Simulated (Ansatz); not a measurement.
**U-wB97X/cc-pVTZ run of BF2 (SMILES F[B]F)**

What is the energy change on altering one bond length of BF2 at U-wB97X/cc-pVTZ? 

The results are computed with Ansatz 0.2.0.

39 further runs of the same task are left out: 39 set aside as unsound or not needed.

## Step 1: The structure to begin with

BF2 has 3 atoms, charge 0, and is taken as a doublet. As SMILES, `F[B]F`. The coordinates come from a PBE0-D4/def2-TZVP relaxation.

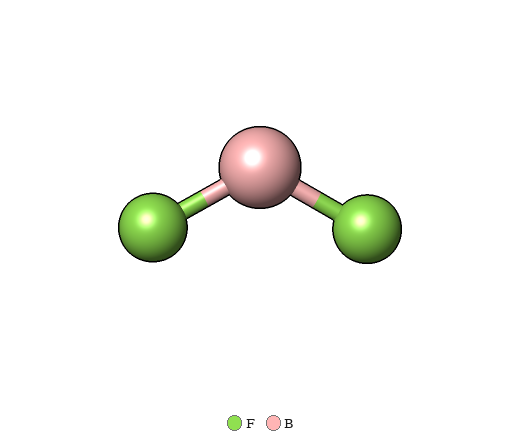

Viewed from a chosen angle; fluorine green, boron pink.

## Step 2: A single-point energy at U-wB97X/cc-pVTZ

Contents of in.yaml:

```yaml
crystal:
  periodic: [false, false, false]
  atoms:
    - {symbol: F, position_ang: [0.513100, -1.044300, 0.160000]}
    - {symbol: B, position_ang: [0.279000, 0.240500, 0.181300]}
    - {symbol: F, position_ang: [-0.802900, 0.738900, -0.354600]}
basis:
  gaussian:
    orbitals: cc-pVTZ
magnetization:
  spin_polarized: true
  initial_magnetization: 1
hamiltonian:
  xc: {name: wB97X}
accuracy: high
output: {orbitals: {seedname: orbitals}}
```

On the command line:

```
$ ansatz run in.yaml --threads 1 --pin off --max-ram 3480MiB --events-out events.jsonl --progress --plain --runs-dir runs
```

Standard output:

```text
Warning: RAYON_NUM_THREADS=1 ignored (pool sized by the plan → 1); use --threads N
Functional definition: wB97X
  name "wB97X"
  parameter omega = 0.3/bohr
  parameter cx = 0.157706
  parameter cx1 = 0.726479
  parameter cx2 = 1.04760
  parameter cx3 = -5.70635
  parameter cx4 = 13.2794
  parameter css1 = -4.33879
  parameter css2 = 18.2308
  parameter css3 = -31.7430
  parameter css4 = 17.2901
  parameter cos1 = 2.37031
  parameter cos2 = -11.3995
  parameter cos3 = 6.58405
  parameter cos4 = -3.78132
  exchange = spin_sum(e_x_unif_sr(omega)*poly(b97_u_x, 1 - cx, cx1, cx2, cx3, cx4)) + cx*exact_x_sr(omega)
      + exact_x_lr(omega)
  correlation = spin_sum(e_c_pw_same_spin*poly(b97_u_same, 1, css1, css2, css3, css4))
      + integral(e_c_pw_opposite_spin*poly(b97_u_opposite, 1, cos1, cos2, cos3, cos4))
1422 factors; integrals over basis functions are off by at most 2.9e-9 eV
214 factors; integrals over basis functions are off by at most 2.4e-9 eV
mean field evaluation 1: about -6109.3889 eV, gradient 2.7e1 eV
mean field evaluation 2: about -6109.4265 eV, gradient 3.1e1 eV
mean field evaluation 4: about -6111.6886 eV, gradient 4.3e-1 eV
mean field evaluation 8: about -6111.7543 eV, gradient 4.6e-2 eV
mean field evaluation 16: about -6111.7543 eV, gradient 2.3e-5 eV
mean field -6111.75429631 eV, -224.6028276936 hartree, gradient 9.2e-9 eV, S^2 0.751444; 0 other end points of the search recorded, 0 dependent functions left out
reference -6111.75429447 eV, -224.6028276261 hartree; 12, 11 occupied and 78, 79 virtual orbitals, 1422 factors
Total energy: -6111.75429447 eV, -224.6028276261 hartree
```

Run time: 17 s. Hardware: 1 thread of Arm Neoverse V2, shared host; peak memory 0.43 GiB.

## Step 3: The distorted shape at the same level

Contents of in.yaml:

```yaml
crystal:
  periodic: [false, false, false]
  atoms:
    - {symbol: F, position_ang: [0.583336, -1.429774, 0.153609]}
    - {symbol: B, position_ang: [0.279000, 0.240500, 0.181300]}
    - {symbol: F, position_ang: [-0.802900, 0.738900, -0.354600]}
basis:
  gaussian:
    orbitals: cc-pVTZ
output:
  orbitals: {seedname: orbitals}
hamiltonian:
  xc: {name: wB97X}
magnetization:
  spin_polarized: true
  initial_magnetization: 1
accuracy: high
total_charge: 0
```

On the command line:

```
$ ansatz run in.yaml --threads 1 --pin off --max-ram 3480MiB --events-out events.jsonl --progress --plain --runs-dir runs
```

Standard output:

```text
Warning: RAYON_NUM_THREADS=1 ignored (pool sized by the plan → 1); use --threads N
[... 17 set-up lines as earlier in the session ...]
      + exact_x_lr(omega)
[... 1 set-up line as earlier in the session ...]
      + integral(e_c_pw_opposite_spin*poly(b97_u_opposite, 1, cos1, cos2, cos3, cos4))
1395 factors; integrals over basis functions are off by at most 3.5e-9 eV
223 factors; integrals over basis functions are off by at most 1.4e-9 eV
mean field evaluation 1: about -6106.7574 eV, gradient 3.0e1 eV
mean field evaluation 2: about -6104.7168 eV, gradient 4.5e1 eV
mean field evaluation 4: about -6110.1120 eV, gradient 2.4e0 eV
mean field evaluation 8: about -6110.1945 eV, gradient 2.3e-1 eV
mean field evaluation 16: about -6110.1954 eV, gradient 9.2e-4 eV
mean field -6110.19544409 eV, -224.5455409309 hartree, gradient 1.0e-7 eV, S^2 0.753456; 0 other end points of the search recorded, 0 dependent functions left out
reference -6110.19544205 eV, -224.5455408561 hartree; 12, 11 occupied and 78, 79 virtual orbitals, 1395 factors
Total energy: -6110.19544205 eV, -224.5455408561 hartree
```

Wall time 19 s (1 thread of Arm Neoverse V2, shared host); peak memory 0.42 GiB.

## Step 4: Results

Level: U-wB97X/cc-pVTZ.

| quantity | value |
| --- | --- |
| first shape: total energy | -224.60283 Eh |
| first shape: HOMO energy (highest over α and β) | -9.51 eV |
| first shape: LUMO energy (lowest over α and β) | -0.85 eV |
| first shape: ⟨S²⟩ | 0.751 |
| distorted shape: total energy | -224.54554 Eh |
| distorted shape: HOMO energy (highest over α and β) | -10.73 eV |
| distorted shape: LUMO energy (lowest over α and β) | -1.98 eV |
| distorted shape: ⟨S²⟩ | 0.753 |
| energy change with the F1–B2 bond stretched from 1.306 to 1.698 Å | 1.559 eV |

In words: With the F1–B2 bond stretched from 1.306 to 1.698 Å the energy rises by 1.56 eV (150 kJ/mol). The first shape isn't relaxed at this level, so the change isn't measured from a minimum.
